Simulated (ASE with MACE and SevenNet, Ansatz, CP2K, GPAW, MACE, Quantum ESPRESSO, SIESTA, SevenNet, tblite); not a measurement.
# Machine-learned potentials on amorphous polyisobutylene (as short chains C10H22) at 400 K (64 atoms): settings against a plane-wave reference

Aim: run amorphous polyisobutylene (as short chains C10H22) at 400 K (64 atoms) in machine-learned potentials and see how near its forces come to a plane-wave reference, and at what cost.

Program: ASE with MACE and SevenNet. Level of theory: the method is named at each step. Results are calculated unless marked as measured.

**1. The structure**

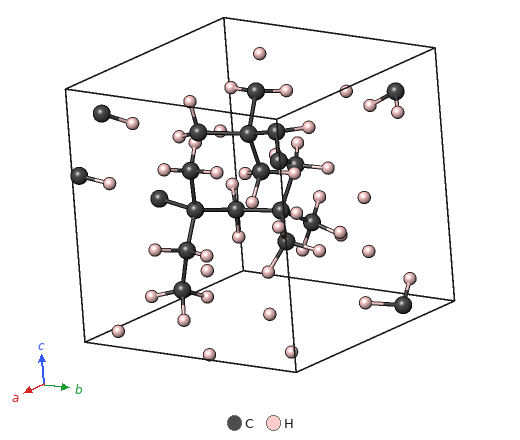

Start, viewed slightly off an axis; carbon dark grey, hydrogen pink. Bonds to atoms that aren't drawn are left out. Some periodic images of atoms are drawn too.

The cell holds 64 atoms: 20 C and 44 H. Its edges and angles: a = 8.318 Å, b = 8.318 Å, c = 8.318 Å, α = 90.0°, β = 90.0°, γ = 90.0°. 2 polyisobutylene chains of 2 units with methyl end groups placed at random, at 0.821 g/cm³; overlaps pushed apart, then 20 ps at 800 K with MMFF94 bonds, angles, torsions, charges and radii (Halgren, J. Comput. Chem. 17, 490 (1996)) in harmonic and 12-6 forms. Snapshot after 30 ps at 400 K and fixed volume. Then every atom was moved at random, 0.03 Å r.m.s. a Cartesian component (hydrogen 0.6 of that).

The yardstick, on the same geometry:

```
method                                           : Kohn-Sham DFT, PBE, PAW, plane waves (Ansatz 0.2.0); cutoff 420 eV, Γ point, fermi-dirac smearing of 0.05 eV; PAW set soft_2
r.m.s. force component                           : 1.453 eV/Å
longest force                                    : 6.788 eV/Å
pressure                                         : 4.415 GPa
gap (highest filled to lowest empty level) : 5.391 eV
SCF cycles                                       : 8
time                                             : 4.1 s on 4 threads of Arm Neoverse V1, shared host
CPU time                                         : 13 s
```

**2. MACE MPA-0 medium potential**

Method: machine-learned interatomic potential MACE MPA-0 medium, trained on PBE(+U) plane-wave data.

Input file run.py:

```python
import numpy as np
from ase.io import read
import mlip  # loads the published weights by name

atoms = read("structure.xyz")
atoms.calc = mlip.calc("mace-mpa-0-medium")
energy = atoms.get_potential_energy()
forces = atoms.get_forces()
print(f"energy {energy:.6f} eV")
print("forces (eV/A)")
for i, (a, f) in enumerate(zip(atoms, forces)):
    print(f"{i:4d} {a.symbol:2s} {f[0]:10.5f} {f[1]:10.5f} {f[2]:10.5f}")
stress = -atoms.get_stress(voigt=False) * 160.21766
print("stress (GPa, compression positive)")
for row in stress:
    print(" ".join(f"{x:10.4f}" for x in row))
```

Input file structure.xyz:

```xyz
64
Lattice="8.31826 0.00000 0.00000 0.00000 8.31826 0.00000 0.00000 0.00000 8.31826" Properties=species:S:1:pos:R:3 pbc="T T T"
C 4.93772 1.38532 0.92383
C 5.12746 1.84000 2.32778
C 4.15955 1.53655 3.35284
C 4.63893 1.85006 4.81428
C 4.06339 0.06638 3.52070
C 2.69686 2.02092 3.00722
C 2.35315 3.52669 3.06187
C 2.00678 3.98012 4.51083
C 0.99536 3.66486 2.30932
C 3.44443 4.50800 2.47061
H 3.92980 1.57215 0.43538
H 5.58405 1.86387 0.16953
H 5.27228 0.40976 0.68884
H 6.15984 1.38299 2.58440
H 5.45728 2.86947 2.37012
H 3.89968 1.53738 5.48889
H 5.57681 1.53231 5.07214
H 4.70714 2.94050 4.90104
H 5.12521 7.99343 3.66087
H 3.57278 7.84129 4.35128
H 3.60122 7.88105 2.59189
H 1.97234 1.37310 3.56155
H 2.38892 1.79516 1.99688
H 1.73361 5.04868 4.46499
H 2.83994 3.86691 5.07447
H 1.14127 3.44775 4.93131
H 0.90544 4.71155 1.99114
H 0.99420 3.20519 1.34531
H 0.16720 3.39352 2.87920
H 4.11429 4.77352 3.16518
H 3.87415 4.02928 1.52923
H 2.95581 5.41061 2.13355
C 1.51767 7.45166 0.18525
C 1.16797 7.53152 7.12184
C 8.13260 8.13168 6.87463
C 8.10016 0.11171 5.41810
C 8.05341 1.16115 7.57536
C 6.96338 7.20237 7.39352
C 6.66392 5.85938 7.07892
C 7.68017 4.65889 7.26725
C 5.46676 5.34124 8.07437
C 6.08439 5.78102 5.67147
H 1.88816 0.04700 0.53986
H 0.71986 7.17516 0.79905
H 2.30607 6.57883 0.38106
H 1.93549 8.15356 6.72698
H 1.28925 6.56427 6.57941
H 7.93562 1.16822 5.24325
H 0.74099 0.09300 4.80870
H 7.28996 8.01539 4.90661
H 7.87265 1.01117 0.34978
H 7.23140 1.71797 7.08450
H 0.55657 1.75449 7.50033
H 7.06137 7.21276 0.18300
H 6.02941 7.77882 7.34519
H 7.92298 4.60765 0.02429
[... 4 atom lines left out ...]
H 5.33774 4.25704 8.03369
H 6.86747 5.95396 4.89189
H 5.35521 6.53674 5.50012
H 5.58396 4.75347 5.33666
```

Started as:

```
OMP_NUM_THREADS=1 python run.py > output.txt
```

The log of the run:

```text
energy -339.156427 eV
forces (eV/A)
   0 C    -1.39779    1.23507   -2.59716
   1 C     4.37100    0.30122   -0.84767
   2 C    -2.45434   -0.76568    2.72219
   3 C    -1.83771    3.36022   -2.36271
   4 C     0.79569   -4.21644   -1.74165
   5 C     0.32812    0.27170    0.66635
   6 C    -1.18798    0.43610    0.85602
   7 C    -2.02990    0.67320   -2.45813
   8 C     2.14332    1.86700   -1.10977
   9 C    -3.30382   -2.80644   -3.46577
  10 H     0.53026   -0.43134    0.85228
  11 H     0.16478    0.84185    0.52531
  12 H    -0.29216   -1.77108    0.45613
  13 H    -1.12817    0.14712    0.34653
  14 H    -0.30034    0.90021   -0.13311
  15 H    -1.10545   -0.58440    1.28971
  16 H     2.56484   -1.45543    0.38429
  17 H    -0.08483    0.27198    0.20529
  18 H    -0.87248    0.06037   -0.56943
  19 H    -0.48203    1.06990    0.15766
  20 H     0.79913    0.49140    0.93445
  21 H     0.26955    0.71919    0.24255
  22 H     0.70781   -0.73565   -0.79486
  23 H     0.06858   -0.03940    0.14183
[...]
56 H     0.80123    0.53957    0.73336
  57 H    -0.92387    0.92941    0.52516
  58 H    -0.04633    0.34207   -0.84352
  59 H    -2.40695    1.22627   -0.47530
  60 H    -0.29628   -0.05016   -0.70235
  61 H    -0.16016   -0.11011    0.33854
  62 H    -0.93520    0.79840   -0.08382
  63 H     1.02157    1.77658    1.04064
stress (GPa, compression positive)
    6.3066     0.0488     1.0794
    0.0488     6.0586     1.0967
    1.0794     1.0967     5.6294
```

Elapsed: 10 s, on 1 thread of Arm Neoverse V1, shared host; peak memory 1.1 GiB.

Banners, paths, timers and routine set-up lines are dropped from the logs unmarked, and long logs keep their key lines alone; longer cuts are marked.

Against the reference:

- r.m.s. force component: 1.462 eV/Å
- r.m.s. difference of force components: 81.66 meV/Å
- longest difference of force vectors: 438.5 meV/Å
- force difference over r.m.s. force: 5.62 %
- slope of forces against the reference's: 1.005
- correlation of force components: 0.9984
- pressure: 5.998 GPa
- pressure difference: 1.583 GPa

Length of the force difference by element (eV/Å):

| element | atoms | mean | most |
| --- | --- | --- | --- |
| C | 20 | 0.19 | 0.44 |
| H | 44 | 0.083 | 0.20 |

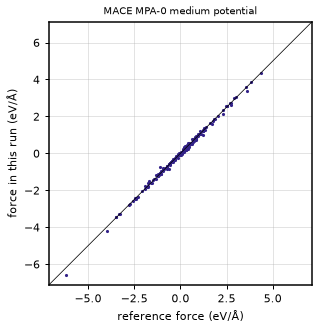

Force components against those of the reference; the line marks equality.

A closer look about C39, which bears the longest force: 9 atoms, nearest first, numbered in the order of the input, with positions taken from that point.

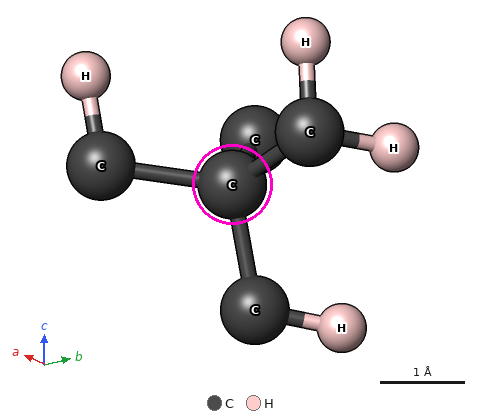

The atoms of the table, within 2.2 Å (arrows a, b, c point along x, y, z); some may hide others; the central atom is ringed.

| atom | x | y | z | distance (Å) | bonds | Fx | Fy | Fz (eV/Å) |
| --- | --- | --- | --- | --- | --- | --- | --- | --- |
| C39 | 0.00 | 0.00 | 0.00 | 0.00 | 4 | -2.73 | -6.60 | -0.83 |
| C38 | 0.30 | 1.34 | 0.31 | 1.41 | 4 | 1.02 | 3.88 | 2.70 |
| C42 | -0.58 | -0.08 | -1.41 | 1.52 | 4 | 0.25 | -2.41 | -1.81 |
| C40 | 1.02 | -1.20 | 0.19 | 1.58 | 4 | -0.02 | 0.57 | -0.79 |
| C41 | -1.20 | -0.52 | 1.00 | 1.64 | 4 | 3.61 | -0.42 | 1.21 |
| H54 | 0.40 | 1.35 | 1.42 | 2.00 | 1 | 0.46 | 0.08 | -0.06 |
| H55 | -0.63 | 1.92 | 0.27 | 2.04 | 1 | -0.09 | 0.25 | -0.61 |
| H63 | -1.31 | 0.68 | -1.58 | 2.16 | 1 | -0.94 | 0.80 | -0.08 |
| H56 | 1.26 | -1.25 | 1.26 | 2.18 | 1 | 0.66 | -0.08 | -0.48 |

Atoms are counted from 1 here, from 0 in the log.

Forces lie 5.6 % from the reference's, at 0.80 times its CPU time (on 1 against 4 cores).

**3. MACE MP-0b2 small potential**

Method: machine-learned interatomic potential MACE MP-0b2 small, trained on PBE(+U) plane-wave data.

Edit run.py of step 2 so:

```diff
@@ -5,3 +5,3 @@
 atoms = read("structure.xyz")
-atoms.calc = mlip.calc("mace-mpa-0-medium")
+atoms.calc = mlip.calc("mace-mp-0b2-small")
 energy = atoms.get_potential_energy()
```

structure.xyz is that of step 2.

The log of the run:

```text
energy -339.569252 eV
forces (eV/A)
   0 C    -1.35143    1.22820   -2.49389
   1 C     4.06499    0.10700   -0.77523
   2 C    -2.31857   -0.50469    2.41574
   3 C    -1.77527    3.33596   -2.26383
   4 C     0.70174   -4.11853   -1.82072
   5 C     0.44216    0.39882    0.77313
   6 C    -1.04259    0.30381    0.63225
   7 C    -2.06579    0.56722   -2.45004
   8 C     2.25880    1.81541   -1.06015
   9 C    -3.27958   -2.86955   -3.34816
  10 H     0.59493   -0.40838    0.78052
  11 H     0.16013    0.83336    0.52724
  12 H    -0.20744   -1.79199    0.41867
  13 H    -1.15044    0.14791    0.25198
  14 H    -0.29592    0.88066   -0.12444
  15 H    -1.09457   -0.60663    1.32782
  16 H     2.52733   -1.42730    0.46040
  17 H    -0.07282    0.18778    0.20338
  18 H    -0.95295    0.12837   -0.59257
  19 H    -0.45423    1.09389    0.19755
  20 H     0.82985    0.58075    0.95730
  21 H     0.15215    0.67176    0.23493
  22 H     0.61296   -0.72867   -0.85551
  23 H     0.05592   -0.02055    0.10218
[...]
56 H     0.78566    0.48050    0.79093
  57 H    -0.87656    0.81477    0.55784
  58 H    -0.08429    0.34802   -0.91613
  59 H    -2.47022    1.20709   -0.41884
  60 H    -0.34126   -0.05028   -0.64378
  61 H    -0.26198   -0.09900    0.41065
  62 H    -0.91251    0.83685   -0.04865
  63 H     0.95527    1.70073    1.01162
stress (GPa, compression positive)
    4.6831     0.0999     0.9984
    0.0999     4.0689     1.1022
    0.9984     1.1022     4.1810
```

Run time: 7.2 s. Hardware: 1 thread; peak memory 0.67 GiB.

Numbers from this run, and their distance from the reference:

| Quantity | Value |
| --- | --- |
| r.m.s. force component | 1.414 eV/Å |
| r.m.s. difference of force components | 105.2 meV/Å |
| longest difference of force vectors | 706.6 meV/Å |
| force difference over r.m.s. force | 7.243 % |
| slope of forces against the reference's | 0.971 |
| correlation of force components | 0.9977 |
| pressure | 4.311 GPa |
| pressure difference | -0.1044 GPa |

Against the first run (5.6 %), the force difference from the reference is 7.2 %, at 0.71 times the CPU time.

The difference per atom is largest on C (0.24 eV/Å on average, against 0.087 on H).

**4. SevenNet 0 potential**

Method: machine-learned interatomic potential SevenNet 0, trained on PBE(+U) plane-wave data.

Edit run.py of step 3 so:

```diff
@@ -5,3 +5,3 @@
 atoms = read("structure.xyz")
-atoms.calc = mlip.calc("mace-mp-0b2-small")
+atoms.calc = mlip.calc("7net-0")
 energy = atoms.get_potential_energy()
```

structure.xyz is that of step 3.

The log of the run:

```text
energy -339.381531 eV
forces (eV/A)
   0 C    -1.45244    1.25645   -2.32549
   1 C     4.38010    0.21681   -1.04589
   2 C    -2.75091   -0.71225    2.79531
   3 C    -1.75628    3.26711   -2.48215
   4 C     0.84030   -4.05070   -1.68570
   5 C     0.44938    0.23511    0.43295
   6 C    -0.93180    0.16060    0.81807
   7 C    -2.07285    0.72186   -2.26000
   8 C     2.31352    1.93232   -1.18781
   9 C    -3.28345   -2.76392   -3.36691
  10 H     0.53509   -0.41372    0.75889
  11 H     0.20472    0.95861    0.56824
  12 H    -0.23845   -1.81097    0.50663
  13 H    -1.25935    0.08597    0.30085
  14 H    -0.24894    0.94348   -0.19746
  15 H    -1.13235   -0.64972    1.22885
  16 H     2.54934   -1.47508    0.44195
  17 H    -0.04980    0.30270    0.20032
  18 H    -0.92998    0.15318   -0.58119
  19 H    -0.47484    1.01788    0.17794
  20 H     0.79203    0.64483    0.99466
  21 H     0.30322    0.78077    0.39113
  22 H     0.66942   -0.69743   -0.89850
  23 H     0.02211   -0.03095    0.12212
[...]
56 H     0.75190    0.56812    0.67428
  57 H    -0.83972    0.82692    0.61448
  58 H    -0.11592    0.34307   -0.89384
  59 H    -2.33197    1.17692   -0.50746
  60 H    -0.30272   -0.05813   -0.69951
  61 H    -0.18932   -0.13657    0.41610
  62 H    -0.92244    0.85571   -0.01791
  63 H     0.97811    1.76370    1.09751
stress (GPa, compression positive)
    4.4156     0.0335     0.9799
    0.0335     4.1540     1.0442
    0.9799     1.0442     3.9587
```

It took 9.1 s on 1 thread; peak memory 0.99 GiB.

Compared with the plane-wave run:

- r.m.s. force component: 1.436 eV/Å
- r.m.s. difference of force components: 113 meV/Å
- longest difference of force vectors: 491.1 meV/Å
- force difference over r.m.s. force: 7.775 %
- slope of forces against the reference's: 0.9854
- correlation of force components: 0.997
- pressure: 4.176 GPa
- pressure difference: -0.2393 GPa

Against the first run (5.6 %), the force difference from the reference is 7.8 %, at 0.90 times the CPU time.

**5. All runs compared**

Differences are against the plane-wave reference, forces as r.m.s. over components; share is that over the reference's r.m.s. force, slope the least-squares factor from reference forces to these. Total energies of different programs have different zeros and aren't compared.

| run | Δ force, r.m.s. (meV/Å) | share (%) | slope | Δ pressure (GPa) | cores | CPU time | memory (GiB) |
| --- | --- | --- | --- | --- | --- | --- | --- |
| reference | - | - | - | - | 4 | 13 s | 0.54 |
| MACE MPA-0 medium potential | 81.7 | 5.62 | 1.005 | 1.58 | 1 | 10 s | 1.1 |
| MACE MP-0b2 small potential | 105 | 7.24 | 0.971 | -0.104 | 1 | 7.2 s | 0.67 |
| SevenNet 0 potential | 113 | 7.78 | 0.985 | -0.239 | 1 | 9.1 s | 0.99 |

Times of the machine-learned potentials are mostly Python's start and the loading of weights.

CPU time is summed over cores on a shared host, where runs went side by side, so it is rough. Symmetry, cutoffs, thresholds, outputs and thread counts weren't matched or tuned between programs; memory under MPI is the largest rank's times the ranks.

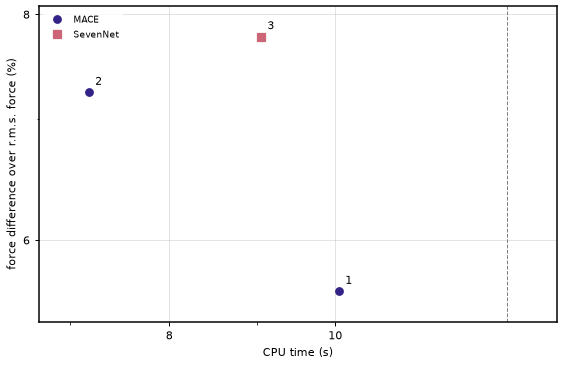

Force difference against CPU time; the dashed line marks the reference's time. Points: 1 MACE MPA-0 medium potential; 2 MACE MP-0b2 small potential; 3 SevenNet 0 potential.

**6. Summary of results**

| Item | Value |
| --- | --- |
| nearest in forces | MACE MPA-0 medium potential, 5.6 % |
| its CPU time | 10 s |

**Reading.** Machine-learned potentials differ by 5.6 % (MACE MPA-0 medium potential) to 7.8 % (SevenNet 0 potential); they were trained on other programs' data. Machine-learned potentials mimic data converged in k, so the reference's own k-point error enters their differences. The network of contacts between molecules at the start is that of the classical potential that made the cell, and needn't be the one that DFT or experiment would give. The reference's PBE has no dispersion term, which matters for the binding between molecules or layers. The electronic-structure runs sample only Γ, in a cell whose shortest periodic width is 8 Å.

[Also dropped from logs without a mark: logging warnings of Python, and SIESTA's first energy breakdown and zero terms.]

[Logs are printed without paths, hosts, clocks, repeated set-up lines and the standing remarks that a program may print on its own settings, such as how far it seeks lower states.]

[Hosts, paths, dates, database ids (printed as entryN), source tags and the programs' standing remarks are cut or masked in the printed files.]

[The MMFF94 radii named for the starting cell were scaled by 0.96; in molecules described by MMFF94, hydrogen bound to N, O or S took a small fixed 12-6 site in their place.]
